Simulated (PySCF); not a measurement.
C3H5, charge −1, SMILES `C=C[CH2-]`.

Computed with PySCF, HF/6-31G*, geometry: GFN2-xTB. No frequency check shows the geometry to be a minimum. The basis has no diffuse functions, which an anion needs.

Geometry (Å), atoms numbered from 1:

```
C1       1.2439   -0.1832    0.0000
C2      -0.0000    0.4002    0.0000
C3      -1.2439   -0.1832    0.0000
H4       1.3748   -1.2591    0.0000
H5       2.1539    0.4082    0.0000
H6      -0.0003    1.4996    0.0000
H7      -1.3748   -1.2591    0.0000
H8      -2.1539    0.4081    0.0000
```

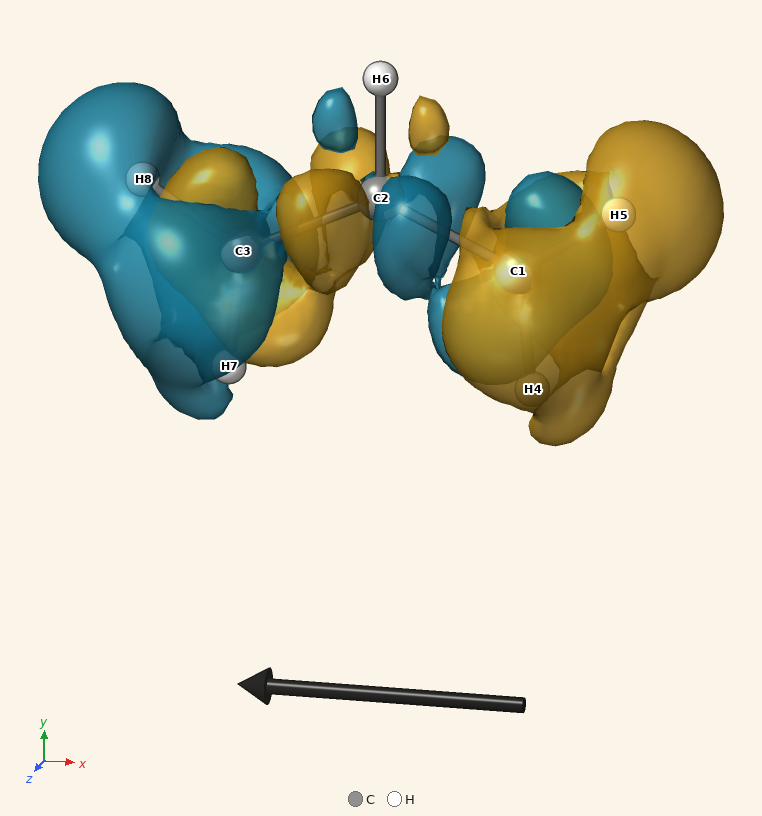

Change of the electron density in a uniform field of 0.10 V/Å along −x (arrow), surfaces at ±0.001 e/Å³ (yellow: gain, teal: loss).

**What dipole is induced, and what polarisability does it imply?**

The induced dipole is 0.31 D (along the field); α along this axis, from the fields in both directions, is 60 bohr³ (8.9 Å³).

**Which atoms gain and lose the most charge?**

Electrons gather most on C1 (Hirshfeld charge changes by −0.008 e) and leave C3 most (+0.008 e); 0.027 electrons are displaced in all.
